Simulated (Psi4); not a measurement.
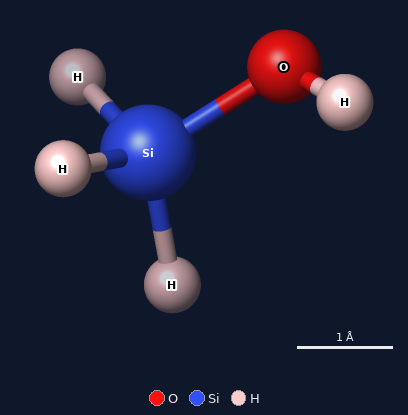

Fig. 1: The structure (ball-and-stick view, seen at a tilt). Bond lengths as drawn: H–O 1.00 Å, H–Si 1.50 to 1.52 Å and O–Si 1.72 Å.

SiH₄O: excited-state calculation

System: SiH₄O, SMILES O[SiH3].
Method: TDDFT (BP86)/3-21G, RKS (Psi4 1.11).

The geometry was optimised with BP86/3-21G.

**Input (h4osi.inp)**
```python
memory 1.6 GB

molecule mol {
  0 1
  O      0.637285    -1.071217     0.412029
  Si    -0.049574     0.380892    -0.210120
  H      0.024149    -1.688002     0.904436
  H     -1.148134     0.155086    -1.233185
  H      1.091862     1.085604    -0.884052
  H     -0.621346     1.299034     0.855069
  symmetry c1
}

set basis 3-21G
set save_jk true

from psi4.driver.procrouting.response.scf_response import tdscf_excitations
E, wfn = energy('bp86', return_wfn=True)
states = tdscf_excitations(wfn, states=6, tda=False)
```

Hardware: 1 thread of Intel Xeon (Sapphire Rapids), 64 GiB of memory available, shared host.

Launched with:
```bash
psi4 -i h4osi.inp -o h4osi.out -n 1
```

**Log**
```
Psi4 1.11 release

   => Loading Basis Set <=

    Name: 3-21G
    Role: ORBITAL
    Keyword: BASIS

         ---------------------------------------------------------
                                   SCF
                              RKS Reference
                        1 Threads,   1525 MiB Core
         ---------------------------------------------------------

  ==> Geometry <==

    Molecular point group: c1
    Full point group: C1

    Geometry (in Angstrom), charge = 0, multiplicity = 1:

       Center              X                  Y                   Z               Mass
    ------------   -----------------  -----------------  -----------------  -----------------
         O            0.467550095710    -0.954152781907     0.404710195470    15.994914619570
         SI          -0.219308904290     0.497956218093    -0.217438804530    27.976926534650
         H           -0.145585904290    -1.570937781907     0.897117195470     1.007825032230
         H           -1.317868904290     0.272150218093    -1.240503804530     1.007825032230
         H            0.922127095710     1.202668218093    -0.891370804530     1.007825032230
         H           -0.791080904290     1.416098218093     0.847750195470     1.007825032230

  Running in c1 symmetry.

  Rotational constants: A =      2.50047  B =      0.42435  C =      0.41650 [cm^-1]
  Rotational constants: A =  74962.18588  B =  12721.70778  C =  12486.49642 [MHz]
  Nuclear repulsion =   62.403808474458039

  Charge       = 0
  Multiplicity = 1
  Electrons    = 26
  Nalpha       = 13
  Nbeta        = 13

  ==> Algorithm <==

  SCF Algorithm Type is DF.
  DIIS enabled.
  MOM disabled.
  Fractional occupation disabled.
  Guess Type is SAD.
  Energy threshold   = 1.00e-06
  Density threshold  = 1.00e-06
  Integral threshold = 1.00e-12

  ==> Primary Basis <==

  Basis Set: 3-21G
    Blend: 3-21G
    Number of shells: 20
    Number of basis functions: 30
    Number of Cartesian functions: 30
    Spherical Harmonics?: false
    Max angular momentum: 1

  ==> DFT Potential <==

   => LibXC <=

    Version 7.1.2

   => Composite Functional: BP86 <=

    BP86 GGA Exchange-Correlation Functional

    Deriv               =              1
    GGA                 =           TRUE
    Meta                =          FALSE

    Exchange Hybrid     =          FALSE
    MP2 Hybrid          =          FALSE

   => Exchange Functionals <=

    1.0000     XC_GGA_X_B88

   => Correlation Functionals <=

    1.0000     XC_GGA_C_P86

   => LibXC Density Thresholds  <==

    XC_GGA_C_P86:  1.00E-15
    XC_GGA_X_B88:  1.00E-15

   => Molecular Quadrature <=

    Radial Scheme          =       TREUTLER
    Pruning Scheme         =           NONE
    Nuclear Scheme         =       TREUTLER

    Blocking Scheme        =         OCTREE
    BS radius alpha        =              1
    Pruning alpha          =              1
    Radial Points          =             75
    Spherical Points       =            302
    Total Points           =         130681
    Total Blocks           =           1053
    Max Points             =            255
    Max Functions          =             30
    Weights Tolerance      =       1.00E-15

   => Loading Basis Set <=

    Name: (3-21G AUX)
    Role: JKFIT
    Keyword: DF_BASIS_SCF

  ==> Integral Setup <==

  DFHelper Memory: AOs need 0.003 GiB; user supplied 1.025 GiB.
  SCF_SUBTYPE=INCORE selected. In-core MEM_DF algorithm will be used.
  Using in-core AOs.

  ==> MemDFJK: Density-Fitted J/K Matrices <==

    J tasked:                   Yes
    K tasked:                    No
    wK tasked:                   No
    Memory [MiB]:              1049
    Algorithm:                 Core
    Schwarz Cutoff:           1E-12
    Mask sparsity (%):       0.2222
    Fitting Condition:        1E-10

   => Auxiliary Basis Set <=

  Basis Set: (3-21G AUX)
    Blend: DEF2-UNIVERSAL-JKFIT
    Number of shells: 87
    Number of basis functions: 328
    Number of Cartesian functions: 328
    Spherical Harmonics?: false
    Max angular momentum: 4

  Cached 100.0% of DFT collocation blocks in 0.093 [GiB].

  Minimum eigenvalue in the overlap matrix is 3.5184074091E-02.
  Reciprocal condition number of the overlap matrix is 1.0423787719E-02.
    Using symmetric orthogonalization.

  ==> Pre-Iterations <==

  SCF Guess: Superposition of Atomic Densities via on-the-fly atomic UHF (no occupation information).

   -------------------------
    Irrep   Nso     Nmo
   -------------------------
     A         30      30
   -------------------------
    Total      30      30
   -------------------------

  ==> Iterations <==

                           Total Energy        Delta E     RMS |[F,P]|

   @DF-RKS iter SAD:  -364.73871248813163   -3.64739e+02   0.00000e+00
   @DF-RKS iter   1:  -365.05491873587488   -3.16206e-01   1.97203e-02 ADIIS/DIIS
   @DF-RKS iter   2:  -364.26988043413076    7.85038e-01   4.82053e-02 ADIIS/DIIS
   @DF-RKS iter   3:  -365.17732956303360   -9.07449e-01   5.07311e-03 ADIIS/DIIS
   @DF-RKS iter   4:  -365.18612062193813   -8.79106e-03   8.28907e-04 ADIIS/DIIS
   @DF-RKS iter   5:  -365.18651886045785   -3.98239e-04   2.86805e-04 ADIIS/DIIS
   @DF-RKS iter   6:  -365.18656025303642   -4.13926e-05   3.85962e-05 DIIS
   @DF-RKS iter   7:  -365.18656093619933   -6.83163e-07   2.21989e-06 DIIS
   @DF-RKS iter   8:  -365.18656093341957    2.77976e-09   5.03113e-07 DIIS
  Energy and wave function converged.

  ==> Post-Iterations <==

   Electrons on quadrature grid:
      Ntotal   =   25.9999926454 ; deviation = -7.355e-06

    Orbital Energies [Eh]
    ---------------------

    Doubly Occupied:

       1A    -65.018858     2A    -18.685804     3A     -5.054586
       4A     -3.467832     5A     -3.465226     6A     -3.465131
       7A     -0.902871     8A     -0.511745     9A     -0.418706
      10A     -0.329845    11A     -0.326500    12A     -0.269045
      13A     -0.237597

    Virtual:

      14A     -0.010229    15A      0.065428    16A      0.078229
      17A      0.082791    18A      0.115126    19A      0.279063
      20A      0.279116    21A      0.296357    22A      0.374211
      23A      0.900538    24A      1.018098    25A      1.020534
      26A      1.027231    27A      1.404048    28A      1.444698
      29A      1.603230    30A      2.610416

    Final Occupation by Irrep:
              A
    DOCC [    13 ]
    NA   [    13 ]
    NB   [    13 ]

  @DF-RKS Final Energy:  -365.18656093341957

   => Energetics <=

    Nuclear Repulsion Energy =             62.4038084744580388
    One-Electron Energy =                -628.8565569585557569
    Two-Electron Energy =                 232.1729875006647319
    DFT Exchange-Correlation Energy =     -30.9067999499866026
    Empirical Dispersion Energy =           0.0000000000000000
    VV10 Nonlocal Energy =                  0.0000000000000000
    Total Energy =                       -365.1865609334195710

Computation Completed

Properties will be evaluated at   0.000000,   0.000000,   0.000000 [a0]

Properties computed using the SCF density matrix

 Multipole Moments:

 ------------------------------------------------------------------------------------
     Multipole            Electronic (a.u.)      Nuclear  (a.u.)        Total (a.u.)
 ------------------------------------------------------------------------------------

 L = 1.  Multiply by 2.5417464519 to convert [e a0] to [Debye]
 Dipole X            :          0.6874695           -1.2516271           -0.5641575
 Dipole Y            :         -1.4670718            1.2437113           -0.2233605
 Dipole Z            :          0.6301632           -0.3656033            0.2645599
 Magnitude           :                                                    0.6619332

 ------------------------------------------------------------------------------------

	total time  =          2 seconds =       0.03 minutes

******************************************************************************************
**********                               WARNING                                **********
**********       The names of excited state variables changed between 1.5       **********
**********     and 1.6. For a quick solution, remove the symmetry specifier     **********
**********   from the variable name. For full details, see 'Notes on Psivars'   **********
**********                        in the documentation.                         **********
******************************************************************************************

         ---------------------------------------------------------
                         TDSCF excitation energies
         ---------------------------------------------------------

  ==> Options <==

     Residual threshold  : 1.0000e-04
     Initial guess       : denominators
     Reference           : RHF
     Solver type         : RPA (Hamiltonian)

  ==> Requested Excitations <==

      6 singlet states with A symmetry

  ==> Seeking the lowest 6 singlet states with A symmetry

                        Generalized Hamiltonian Solver

  ==> Options <==

    Max number of iterations        = 60
    Eigenvector tolerance           = 1.0000e-04
    Max number of expansion vectors = 1200

  => Iterations <=
                              Max[D[value]]     Max[|R|]   # vectors
  HamiltonianSolver iter   1:   3.30279e-01  8.72325e-02     24
  HamiltonianSolver iter   2:   2.50494e-03  2.49065e-02     30
  HamiltonianSolver iter   3:   9.43771e-05  7.36726e-03     42
  HamiltonianSolver iter   4:   6.87935e-06  2.61221e-03     54
  HamiltonianSolver iter   5:   6.01330e-07  8.48990e-04     66
  HamiltonianSolver iter   6:   4.33812e-08  2.85359e-04     70
  HamiltonianSolver iter   7:   3.35953e-09  1.23149e-04     74
  HamiltonianSolver iter   8:   4.01780e-10  8.74493e-05     76      Converged

******************************************************************************************
**********                               WARNING                                **********
**********  Length-gauge rotatory strengths are **NOT** gauge-origin invariant  **********
******************************************************************************************

                                    Excitation Energy         Total Energy        Oscillator Strength             Rotatory Strength
     #   Sym: GS->ES (Trans)        au              eV              au          au (length)    au (velocity)    au (length)    au (velocity)
    ---- -------------------- --------------- --------------- --------------- --------------- --------------- --------------- ---------------
     1        A->A (1 A)       0.23588         6.41857        -364.95068       0.0075          0.0624         -0.0000         -0.0000
     2        A->A (1 A)       0.27096         7.37331        -364.91560       0.0183          0.0897         -0.0000         -0.0000
     3        A->A (1 A)       0.30716         8.35813        -364.87941       0.0027          0.0003          0.0000          0.0000
     4        A->A (1 A)       0.32597         8.87007        -364.86059       0.0178          0.0319         -0.0000         -0.0000
     5        A->A (1 A)       0.32734         8.90734        -364.85922       0.0011          0.0038          0.0000          0.0000
     6        A->A (1 A)       0.32976         8.97319        -364.85680       0.0262          0.0245         -0.0000         -0.0000

Contributing excitations and de-excitations
Only contributions with abs(coeff) > 1.00e-01 will be printed:

Excited State    1 (1 A):   0.23588 au   193.16 nm f = 0.0075
  Sums of squares: Xssq =  1.000664e+00; Yssq =  6.635074e-04; Xssq - Yssq =  1.000000e+00
     13a  ->  14a     0.997394 (99.480%)

Excited State    2 (1 A):   0.27096 au   168.15 nm f = 0.0183
  Sums of squares: Xssq =  1.001519e+00; Yssq =  1.518547e-03; Xssq - Yssq =  1.000000e+00
     11a  ->  14a    -0.115355 ( 1.331%)
     12a  ->  14a     0.967857 (93.675%)
     13a  ->  16a     0.195770 ( 3.833%)

Excited State    3 (1 A):   0.30716 au   148.34 nm f = 0.0027
  Sums of squares: Xssq =  1.000262e+00; Yssq =  2.619994e-04; Xssq - Yssq =  1.000000e+00
     10a  ->  14a     0.123454 ( 1.524%)
     12a  ->  16a     0.120185 ( 1.444%)
     13a  ->  15a    -0.977042 (95.461%)

Excited State    4 (1 A):   0.32597 au   139.78 nm f = 0.0178
  Sums of squares: Xssq =  1.000595e+00; Yssq =  5.946532e-04; Xssq - Yssq =  1.000000e+00
     11a  ->  14a    -0.872907 (76.197%)
     12a  ->  15a     0.116728 ( 1.363%)
     13a  ->  16a    -0.463907 (21.521%)

Excited State    5 (1 A):   0.32734 au   139.19 nm f = 0.0011
  Sums of squares: Xssq =  1.000489e+00; Yssq =  4.889722e-04; Xssq - Yssq =  1.000000e+00
     10a  ->  14a     0.886189 (78.533%)
     13a  ->  15a     0.129661 ( 1.681%)
     13a  ->  17a    -0.415142 (17.234%)

Excited State    6 (1 A):   0.32976 au   138.17 nm f = 0.0262
  Sums of squares: Xssq =  1.000640e+00; Yssq =  6.402192e-04; Xssq - Yssq =  1.000000e+00
     10a  ->  14a     0.440015 (19.361%)
     12a  ->  16a     0.178294 ( 3.179%)
     13a  ->  17a     0.868020 (75.346%)

******************************************************************************************
**********                               WARNING                                **********
**********       The names of excited state variables changed between 1.5       **********
**********     and 1.6. For a quick solution, remove the symmetry specifier     **********
**********   from the variable name. For full details, see 'Notes on Psivars'   **********
**********                        in the documentation.                         **********
******************************************************************************************

    Psi4 run time: 0:00:08.25
```

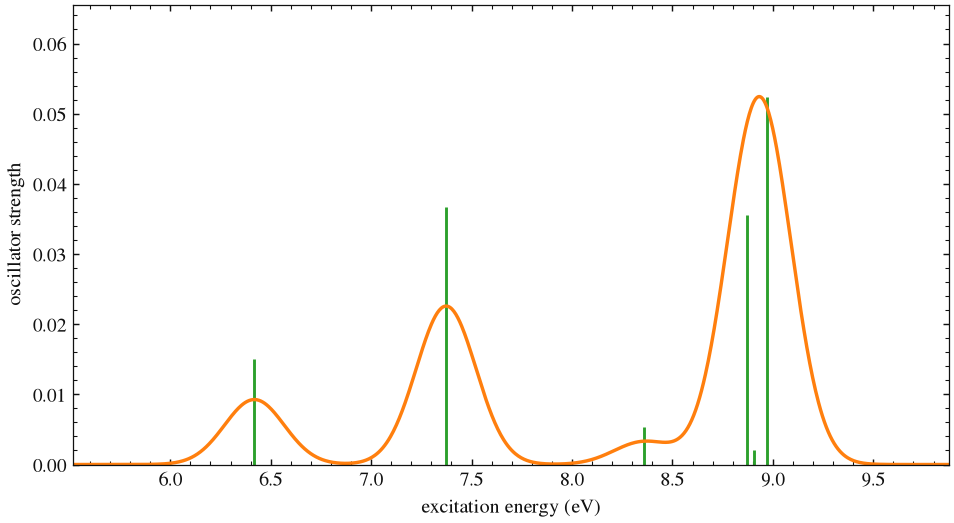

Fig. 2: Computed excitations as sticks (degenerate states added up, dark ones marked on the axis), with a Gaussian envelope of 0.35 eV full width at half maximum, scaled to the tallest. Of the 12 states the lowest lies at 6.42 eV (f = 0.008); the strongest line is at 8.97 eV, or 138 nm (f = 0.052, summed over 2 states that lie within 0.004 eV).

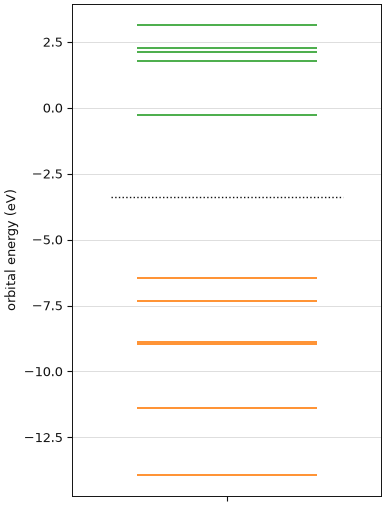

Fig. 3: Orbital energies near the frontier; the dotted line parts filled from empty levels, and levels within 0.02 eV of each other stand side by side. Highest filled −6.47 eV, lowest empty −0.28 eV, 6.19 eV apart.

**Summary**

| quantity | value |
| --- | --- |
| outcome | converged |
| total energy | −365.186561 hartree |
| basis functions | 30 |
| HOMO | −6.47 eV |
| LUMO | −0.28 eV |
| dipole moment | 1.68 D |
| lowest excitation | 6.42 eV |
| wall time | 9.9 s |
| peak memory | 0.3 GiB |
